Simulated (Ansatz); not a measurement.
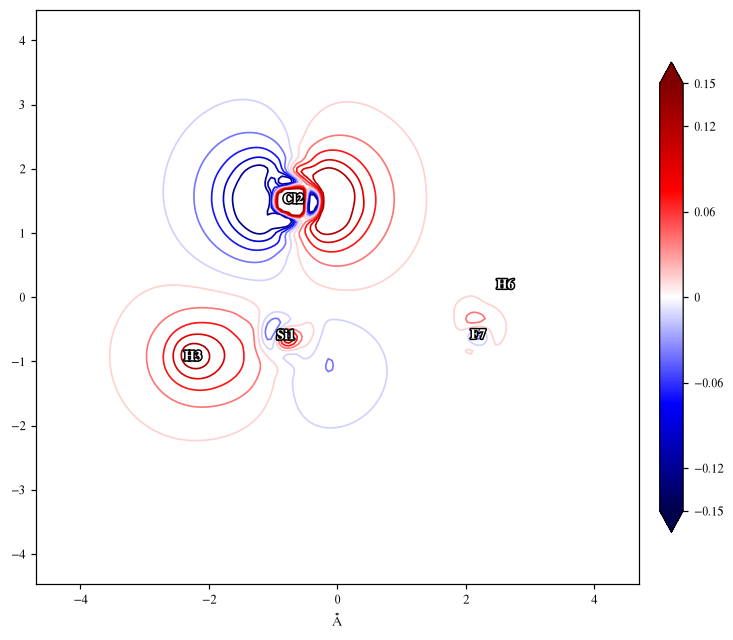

*ClH$_{3}$Si···HF···HF. The HOMO on the plane of atoms Cl2, Si1 and H3 (values in Å⁻³ᐟ²; the overall sign is arbitrary).*

Not at a stationary point (largest force 1.5 eV/Å).

These are results of RKS PBE-D4/def2-SVP in Ansatz, not measurements.

```yaml
atoms:
  - { symbol: Si, position_ang: [-0.2465, 1.0920, -1.1461] }
  - { symbol: Cl, position_ang: [1.1366, -0.5105, -1.3123] }
  - { symbol: H, position_ang: [-0.2863, 1.7279, -2.5052] }
  - { symbol: H, position_ang: [-1.5847, 0.5216, -0.8077] }
  - { symbol: H, position_ang: [0.2478, 2.0603, -0.1233] }
  - { symbol: H, position_ang: [-0.3133, -0.5589, 1.9405] }
  - { symbol: F, position_ang: [-0.6113, 0.2735, 1.6960] }
  - { symbol: H, position_ang: [0.9840, -2.1591, 0.7219] }
  - { symbol: F, position_ang: [0.6737, -2.4469, 1.5361] }
```

Question: Where does this orbital lie, and at what energy?

Answer: It lies mainly on Cl2 (about 70 %), Si1 (about 10 %) and H5 (about 10 %); largely a lone pair of Cl2. Its energy is −7.63 eV.
